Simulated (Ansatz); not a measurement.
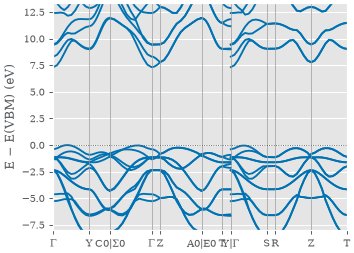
*Band structure from r²SCAN in the plane-wave PAW code Ansatz*

The gap is 7.32 eV; an edge lies off the plotted path or next to a special point (maximum off the standard path, minimum at Γ).

The material is SiO₂ in space group Cmce (No. 64; Si on 4a, O on 8f).

A made-up cell: these elements were put on the sites of a structure type; the Crystallography Open Database copy checked does not list it. It is not the phase usual at ambient conditions (space group No. 92, 152, 154). The cell was relaxed with r²SCAN under the symmetry of its start. At this level the phase is mechanically unstable. The volume moved by 35 % from the start of the relaxation.

Potentials: the later of the program's two PAW sets.
